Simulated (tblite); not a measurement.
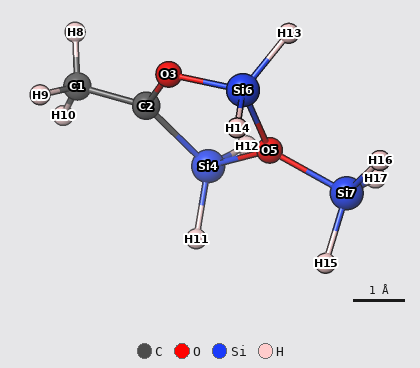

**Figure 1.** The input geometry (ball-and-stick view, seen at a tilt; atoms are numbered from 1 in the order of the input).

C₂H₁₀O₂Si₃ (charge +1): frequency calculation

The run: frequency calculation of C₂H₁₀O₂Si₃, charge +1, multiplicity 2. Method and program: GFN2-xTB harmonic vibrations, gas phase (tblite 0.8.0).

It belongs to a series of runs on one base structure; here: electron removed.

What the program printed
```
mode    cm-1     km/mol
  1     -15.7      0.14
  2      58.0      0.59
  3      79.0      1.71
  4     125.2      9.70
  5     157.0      1.14
  6     211.9      5.04
  7     255.7      9.58
  8     276.0      1.49
  9     280.8      2.80
 10     353.7     27.67
 11     419.9     13.77
 12     451.9     29.18
 13     477.9    100.45
 14     533.0      7.31
 15     551.5      5.59
 16     579.7     44.96
 17     602.4    126.83
 18     621.3    176.87
 19     634.5     42.78
 20     649.3    426.78
 21     728.6     93.25
 22     736.6    258.02
 23     738.3    184.82
 24     743.6    294.24
 25     774.0    182.71
 26     782.9    296.88
 27     819.1     25.57
 28     865.0     88.45
 29     957.1      5.19
 30    1031.9    120.06
 31    1224.5    201.34
 32    1268.1     13.11
 33    1373.8     54.36
 34    1413.2     10.86
 35    1438.6     24.13
 36    2306.1    191.00
 37    2331.6     48.58
 38    2356.9     42.35
 39    2367.5    230.90
 40    2374.8    235.96
 41    2420.3    292.79
 42    2429.0     74.98
 43    2957.6      0.11
 44    2986.9      2.57
 45    3075.3      4.01
```

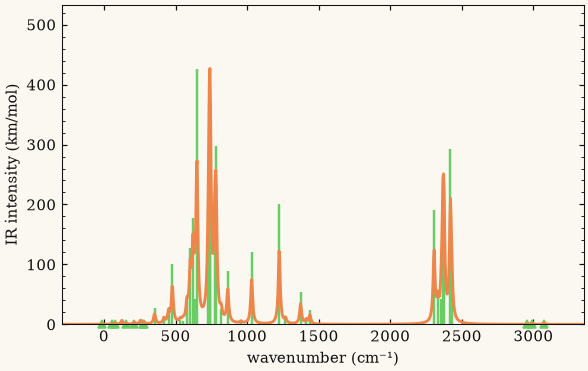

**Figure 2.** Harmonic infrared spectrum, unscaled: sticks (degenerate modes added up, dark ones marked on the axis) with a Lorentzian envelope of 16 cm⁻¹ full width, scaled to the tallest stick; imaginary modes are drawn at negative wavenumbers. 45 modes from 16i to 3075 cm⁻¹, 1 imaginary beyond 8i (16i cm⁻¹): not a clean minimum; so soft a mode can be a shallow saddle, an incomplete relaxation or noise of the force constants. The strongest line is at 649 cm⁻¹ (427 km/mol).

The run was set up as follows.

Input
```
{"job": {"kind": "ir", "xc": "GFN2-xTB", "basis": "xTB"}, "charge": 1, "multiplicity": 2}
C     -2.961931     0.606212    -0.224245
C     -1.490586     0.542706    -0.135724
O     -0.834678     1.727165    -0.256605
Si    -0.363233    -0.894704     0.113819
O      1.111545     0.133742     0.077119
Si     0.775676     1.820708    -0.180235
Si     2.694937    -0.535407     0.308449
H     -3.273248     0.996263    -1.196045
H     -3.361210     1.298913     0.519525
H     -3.395078    -0.376907    -0.076010
H     -0.264582    -1.482140     1.442916
H     -0.109096    -1.785240    -1.010861
H      1.342826     2.097992    -1.481892
H      1.197587     2.460872     1.046201
H      2.630368    -1.025170     1.675672
H      3.540313     0.626984     0.098294
H      2.753392    -1.550498    -0.730288
```

The first line tells a small driver script what to run in tblite; the rest is the geometry in Å.

Launch command:
```bash
OMP_NUM_THREADS=1 python <driver script> task.json out
```

Summary

| quantity | value |
| --- | --- |
| outcome | converged |
| total energy | −610.2397 eV |
| zero-point energy | 68.3620 kcal/mol |
| hardware | 1 CPU thread, shared host |
| wall time | 0.62 s |
| peak memory | 0.18 GiB |
